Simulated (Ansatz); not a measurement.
# Fields on a plane of BN (space group P6_3/mmc)

```
BN
1.0
    2.48795     0.00000     0.00000
   -1.24398     2.15463     0.00000
    0.00000     0.00000     6.53177
B N
2 2
Direct
  0.00000   0.00000   0.75000
  0.00000   0.00000   0.25000
  0.66667   0.33333   0.25000
  0.33333   0.66667   0.75000
```

The slice is a (1 -1 0 0) plane (indices of the conventional cell) through the point (0.667, 0.333, 0.250) (fractional), spanned by u = [110] and v = [001] in vectors of this cell: u (2.49 Å) and v (6.53 Å, at 90° to u). It covers one period; positions are fractions (u, v).

Atoms on it: N at (0.00, 0.00). Other atoms lie within 1 Å of the plane.

Level of theory: LDA (plane waves to 420 eV, PAW, scalar-relativistic; Ansatz, a program for electronic structure). k mesh 15×15×5. These are valence fields of a PAW run, semicore shells included where kept as valence: close to a nucleus they are smooth pseudo fields. BN was relaxed with its symmetry unable to fall.

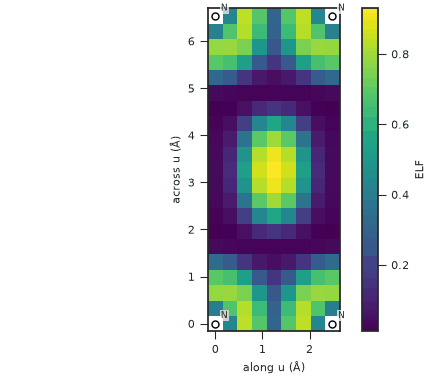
*Electron localisation function (ELF), one period of the plane, atoms marked. Points within 0.3 Å of a nucleus are left white, as the pseudised field means little there.*

```
|xx     x|
|  --:-- |
|##%###%#|
|@@@@%@@@|
|@@@@@@@@|
|@@@@%@@@|
|%%%###%%|
|##+-.-+#|
|*+:   :+|
|*=     =|
|*+:   :+|
|##+-.-+#|
|%%%###%%|
|@@@@%@@@|
|@@@@@@@@|
|@@@@%@@@|
|##%###%#|
|  --:-- |
|xx     x|
|xx     x|
```
Scale: ten equal steps from 1.00 (start of ' ') to 9.48 (end of '@'), in the order ' .:-=+*#%@'. Values: electrostatic potential energy of an electron, from the cell's mean, in eV. The map has 8 points along u (one character each, u = 0 at the left) and 20 along v (v = 0 in the bottom row). Points within 0.6 Å of a nucleus are blanked (x), as the pseudised field means little there. Values under 1 eV are set to 1. The zero, the cell's mean, hangs on the PAW cores.
